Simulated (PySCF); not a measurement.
Run report: CH$_{7}$B$_{2}$ (charge −1), geometry relaxation

- system: CH$_{7}$B$_{2}$, charge −1, SMILES BC[BH3-]
- method: PBE0-D3(BJ)/ma-def2-SVP geometry optimisation, gas phase (PySCF 2.14.0)

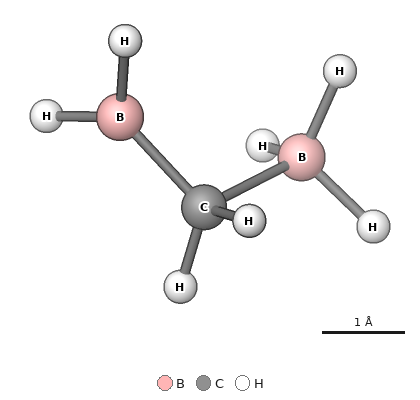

The structure as given in the input (ball-and-stick view, seen at a tilt). Bond lengths as drawn: B–C 1.51 to 1.74 Å, B–H 1.19 to 1.22 Å and C–H 1.09 Å.

Input file:
```
{"job": {"xc": "PBE0", "basis": "ma-def2-SVP", "d3": "d3bj", "grid": 1, "kind": "geom"}, "charge": -1, "multiplicity": 1}
B     -0.462859     1.107921    -0.096288
C     -0.683025    -0.380801    -0.161133
B      0.903585    -0.988318     0.227385
H     -0.109315     1.733116    -1.044430
H     -0.595263     1.719287     0.915416
H     -1.340431    -0.830210     0.585510
H     -0.914703    -0.818647    -1.133858
H      1.723445    -0.626603    -0.593570
H      1.247477    -0.635391     1.338560
H      0.806334    -2.202364     0.197996
```

The first line tells a small driver script what to run in PySCF; the rest is the geometry in Å.

Machine: 1 CPU thread, shared host.

Run as:
```bash
OMP_NUM_THREADS=1 python <driver script> task.json out
```

The program's output:
```
step   0  E = -91.82485754  max force = 0.018676
step   1  E = -91.82976434  max force = 0.006364
step   2  E = -91.82998950  max force = 0.005554
step   3  E = -91.83071459  max force = 0.001119
step   4  E = -91.83075228  max force = 0.000303
step   5  E = -91.83076539  max force = 0.000199
optimisation converged
```

Trajectory as extended XYZ (Å, eV, eV/Å), 6 frames, from step=0 to step=5:
```
10
Properties=species:S:1:pos:R:3:forces:R:3 step=0 energy=-2498.68165
B    -0.4629    1.1079   -0.0963    0.0570  -0.9603   0.0087
C    -0.6830   -0.3808   -0.1611   -0.0677  -0.1573  -0.0202
B     0.9036   -0.9883    0.2274   -0.5370   0.5953  -0.1267
H    -0.1093    1.7331   -1.0444    0.2889   0.4280  -0.6710
H    -0.5953    1.7193    0.9154   -0.0595   0.4183   0.7348
H    -1.3404   -0.8302    0.5855   -0.1867  -0.0703   0.3549
H    -0.9147   -0.8186   -1.1339   -0.0002  -0.0644  -0.4018
H     1.7234   -0.6266   -0.5936    0.4213   0.1701  -0.4005
H     1.2475   -0.6354    1.3386    0.1858   0.1641   0.5489
H     0.8063   -2.2024    0.1980   -0.1021  -0.5236  -0.0271
10
Properties=species:S:1:pos:R:3:forces:R:3 step=1 energy=-2498.81517
B    -0.4066    1.0287   -0.0823    0.1875  -0.0096   0.0487
C    -0.7504   -0.4298   -0.1783   -0.3273  -0.2237  -0.0827
B     0.8676   -0.9047    0.2186   -0.0083   0.1591  -0.0023
H     0.0075    1.6641   -1.0441    0.0095  -0.0158  -0.0049
H    -0.4920    1.6488    0.9705    0.0057  -0.0160   0.0084
H    -1.4129   -0.8745    0.5808    0.0761   0.0424   0.0761
H    -0.9811   -0.8620   -1.1646    0.1027   0.0439  -0.0321
H     1.7006   -0.5169   -0.6195   -0.0324  -0.0147  -0.0051
H     1.2150   -0.5262    1.3514   -0.0309  -0.0145  -0.0113
H     0.8276   -2.1493    0.2031    0.0173   0.0488   0.0052
10
Properties=species:S:1:pos:R:3:forces:R:3 step=2 energy=-2498.82129
B    -0.3276    0.9311   -0.0600    0.0991   0.2661   0.0257
C    -0.8337   -0.4728   -0.1993   -0.0444   0.0802  -0.0055
B     0.8253   -0.8015    0.2061    0.1459  -0.2856   0.0289
H     0.1397    1.5483   -1.0142   -0.1366   0.0022   0.0707
H    -0.3627    1.5298    1.0125   -0.0914   0.0012  -0.1247
H    -1.4759   -0.9146    0.5755    0.0656  -0.0166   0.0235
H    -1.0397   -0.8972   -1.1920    0.0702  -0.0151   0.0084
H     1.6384   -0.3896   -0.6409   -0.0906  -0.0949   0.0673
H     1.1537   -0.3993    1.3371   -0.0470  -0.0913  -0.1051
H     0.8585   -2.0469    0.2088    0.0292   0.1539   0.0108
10
Properties=species:S:1:pos:R:3:forces:R:3 step=3 energy=-2498.84102
B    -0.3626    0.9820   -0.0676    0.0158  -0.0223   0.0012
C    -0.7979   -0.4507   -0.1901    0.0147   0.0576   0.0068
B     0.8471   -0.8524    0.2106   -0.0320   0.0211  -0.0092
H     0.0652    1.6124   -1.0275    0.0024  -0.0193   0.0229
H    -0.4358    1.5936    0.9919    0.0110  -0.0228  -0.0181
H    -1.4348   -0.8961    0.5869    0.0015  -0.0200   0.0036
H    -0.9983   -0.8785   -1.1822    0.0031  -0.0175  -0.0038
H     1.6662   -0.4602   -0.6347   -0.0135   0.0001   0.0001
H     1.1833   -0.4691    1.3418   -0.0093   0.0021  -0.0074
H     0.8438   -2.0940    0.2048    0.0063   0.0210   0.0040
10
Properties=species:S:1:pos:R:3:forces:R:3 step=4 energy=-2498.84205
B    -0.3578    0.9749   -0.0627    0.0121   0.0028   0.0037
C    -0.8026   -0.4529   -0.1909   -0.0156   0.0066  -0.0045
B     0.8435   -0.8442    0.2068   -0.0062   0.0088  -0.0049
H     0.0731    1.6055   -1.0199    0.0008  -0.0035   0.0080
H    -0.4278    1.5819    0.9985    0.0011  -0.0065  -0.0050
H    -1.4367   -0.9033    0.5859    0.0076  -0.0063  -0.0040
H    -1.0015   -0.8810   -1.1836    0.0045  -0.0047   0.0064
H     1.6583   -0.4519   -0.6419   -0.0058  -0.0022   0.0004
H     1.1804   -0.4571    1.3360   -0.0013   0.0014  -0.0053
H     0.8472   -2.0847    0.2056    0.0028   0.0036   0.0052
10
Properties=species:S:1:pos:R:3:forces:R:3 step=5 energy=-2498.84241
B    -0.3592    0.9694   -0.0533    0.0016   0.0056   0.0043
C    -0.8058   -0.4565   -0.1920   -0.0036  -0.0021  -0.0023
B     0.8442   -0.8366    0.1999    0.0039  -0.0069  -0.0096
H     0.0722    1.6053   -1.0061    0.0016   0.0053   0.0010
H    -0.4308    1.5695    1.0110   -0.0072   0.0012   0.0034
H    -1.4343   -0.9162    0.5836    0.0006  -0.0029  -0.0007
H    -1.0017   -0.8819   -1.1862    0.0005  -0.0003  -0.0010
H     1.6518   -0.4479   -0.6562    0.0000  -0.0034  -0.0039
H     1.1860   -0.4410    1.3243    0.0043   0.0054  -0.0014
H     0.8538   -2.0765    0.2088   -0.0017  -0.0019   0.0102
```

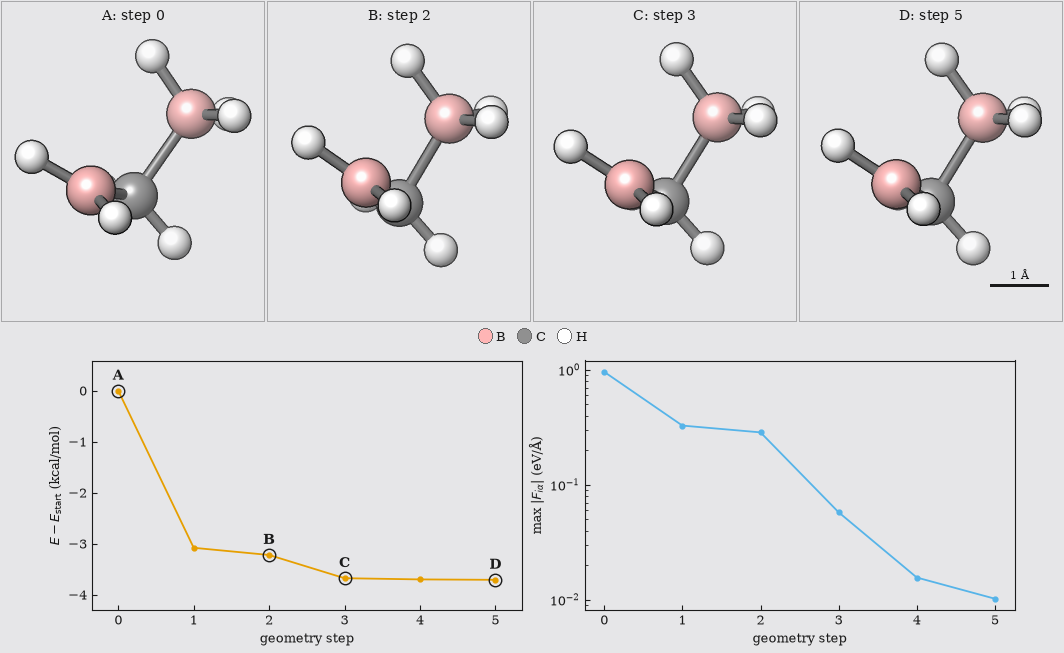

Frames of the relaxation (ball-and-stick view, seen at a tilt) above the curves, on which the letters mark them (steps are counted from 0).

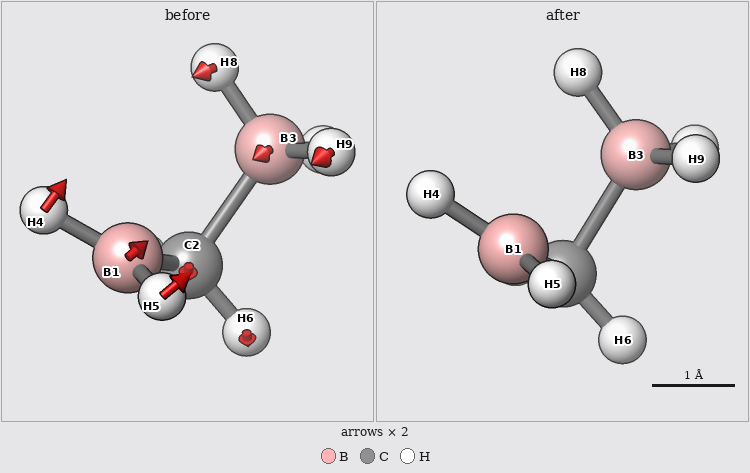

Before (left) and after (right) the relaxation, at one scale (ball-and-stick view, seen at a tilt). The red arrows give the displacements, magnified 2 times. H4 moves most after the best rigid fit: 0.25 Å. By element the largest moves are H 0.25 Å, B 0.18 Å, C 0.15 Å. Among the contacts that change: B1–H4 1.189 → 1.224 Å, B3–H10 1.218 → 1.240 Å, C2–H6 1.092 → 1.099 Å, B1–C2 1.506 → 1.501 Å. Among the angles that change: B1–C2–B3 101.6° → 84.5°, H6–C2–H7 108.5° → 112.0°, C2–B3–H10 105.6° → 103.2°. After 5 geometry steps the energy has fallen by 3.71 kcal/mol. Largest force component: 0.96 eV/Å at the start, 0.01 eV/Å at the end. (Atoms are counted from 1 in the order of the input.)

Results in brief:

```tsv
quantity	value
outcome	converged
total energy	−91.830765 hartree
point group	Cs
wall time	9.9 s
peak memory	0.37 GiB
```
